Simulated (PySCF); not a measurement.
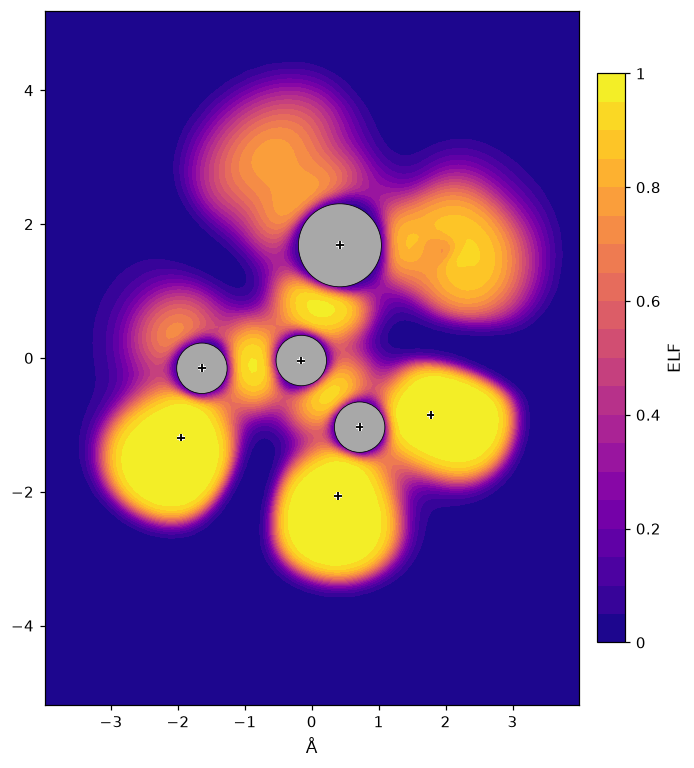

The ELF on a plane through atoms (crosses mark nuclei in the plane; grey discs cover the cores).

Method: PySCF, PBE0/pcSseg-1, SCF density, gas phase, non-relativistic.

Candidates:
A. C5H11S (SMILES CC(C)CC[S-]) (charge −1)
B. C4H6F3O2P
C. C2H2FO (charge −1)

### Which candidate gave the map?

Candidate B: C4H6F3O2P on the plane of atoms H11, C1 and H12, which holds C, P and H. C–C (1.32 Å): the ELF peaks at about 0.90 between the atoms; a multiple bond. C–P (1.82 Å): the ELF peaks at about 0.95 between the atoms, as expected for a shared electron pair.
